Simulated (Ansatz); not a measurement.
# Which metal contacts 1T-PtS2? The Schottky-Mott estimate

If a metal and one layer of 1T-PtS2 lined up by their vacuum levels alone, the barrier for electrons would be the work function less the affinity, and that for holes the ionisation energy less the work function. What does that give for common contact metals?

**Method.** Ansatz 0.2.0, plane waves with PAW datasets (its set soft_2), PBE. Layers: cell and atoms relaxed with a dispersion term, band edges read against the vacuum level. Here the gap is 1.82 eV, the ionisation energy 6.36 eV and the affinity 4.54 eV. Metals: relaxed slabs of 7 layers at the tabulated experimental lattice constant, Fermi-Dirac smearing of 0.1 eV, Ni with spin. Labels allow 0.1 eV either way.

The runs side by side:

| metal | work function (eV) | barrier for electrons (eV) | barrier for holes (eV) | by the rule |
| --- | --- | --- | --- | --- |
| Sc(0001) | 3.59 | −0.95 | 2.77 | no barrier for electrons |
| Al(111) | 4.03 | −0.51 | 2.33 | no barrier for electrons |
| Hf(0001) | 4.33 | −0.21 | 2.03 | no barrier for electrons |
| Ti(0001) | 4.37 | −0.17 | 1.99 | no barrier for electrons |
| Ag(111) | 4.49 | −0.05 | 1.87 | at the conduction edge |
| Mo(110) | 4.56 | 0.02 | 1.80 | at the conduction edge |
| Cu(111) | 4.82 | 0.28 | 1.54 | favours electrons |
| W(110) | 4.84 | 0.30 | 1.52 | favours electrons |
| Ru(0001) | 5.01 | 0.47 | 1.35 | favours electrons |
| Ni(111) | 5.06 | 0.52 | 1.30 | favours electrons |
| Pd(111) | 5.24 | 0.70 | 1.12 | favours electrons |
| Au(111) | 5.27 | 0.73 | 1.09 | favours electrons |
| Pt(111) | 5.71 | 1.17 | 0.65 | favours holes |

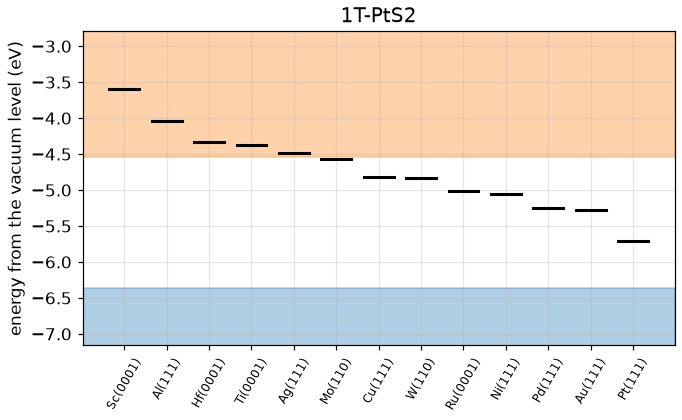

Fermi levels of the metals (black) against the layer's valence band (blue) and conduction band (orange).

**Answer.** By the rule the Fermi level lies over the conduction edge for 5, inside the gap for 8 and under the valence edge for 0 of the 13 metals. The middle of the gap lies 5.45 eV under the vacuum level: metals with a smaller work function favour electrons, those with a larger one holes. Worked for Cu(111): 4.82 − 4.54 = 0.28 eV and 6.36 − 4.82 = 1.54 eV, which add up to the gap, 1.82 eV.

What the numbers leave out: This is the limit without any interaction. A real contact lowers the metal's work function by compressing its electron tail, moves charge and can pin the Fermi level, so barriers at bonded contacts depend far less on the metal; van der Waals contacts come nearer to the rule. The layer is built from a prototype, and its stability was not tested. PBE gaps usually lie under quasiparticle gaps, which makes the two barriers together too small, and a missing barrier can be an artefact of that. Spin-orbit coupling is left out. The table is a selection: not every member that was run is listed.
